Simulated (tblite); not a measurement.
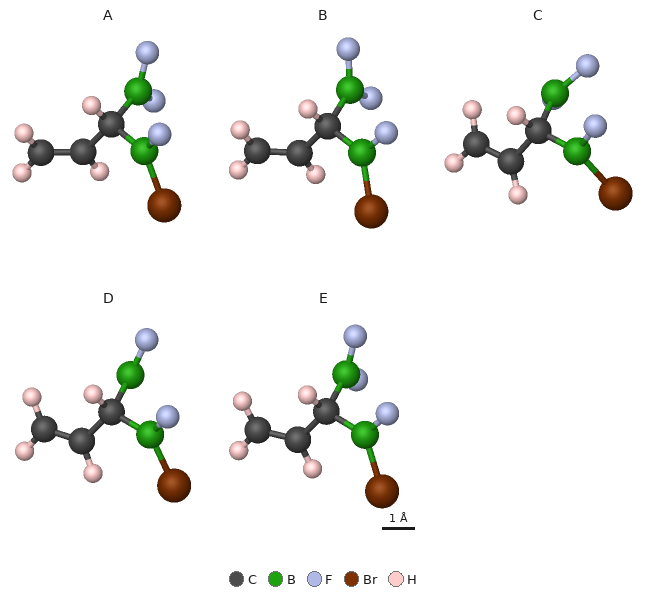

5 geometries from one relaxation of C3H4B2BrF3, in shuffled order. Style: ball-and-stick. Shown from a free direction.

Theory: GFN2-xTB geometry optimisation, gas phase in tblite. 

> Put them in the order of the run, from the start to the converged end.

C, D, E, B, A. They are steps 0, 42, 52, 79, 141, at +155.9 kJ/mol, +7.75 kJ/mol, +5.34 kJ/mol, +2.23 kJ/mol relative to the last. After 141 geometry steps the energy has fallen by 155.9 kJ/mol. The atom that moves furthest after the best rigid fit is an H atom (1.31 Å). Largest moves by element: H 1.31 Å, F 0.96 Å, Br 0.87 Å, C 0.49 Å, B 0.44 Å. Some distances before and after: B–F 1.475 → 1.315 Å, B–Br 2.008 → 1.866 Å, B–F 1.445 → 1.313 Å, B–C 1.547 → 1.590 Å. Bond angles that change, for instance: C–C–C 115.2° → 123.5°, C–C–H 122.6° → 115.6°, C–C–H 115.3° → 122.1°. Groups turn about C–C by about 60°. Cost: 1.7 s on 1 thread of Arm Neoverse N1 (shared host).
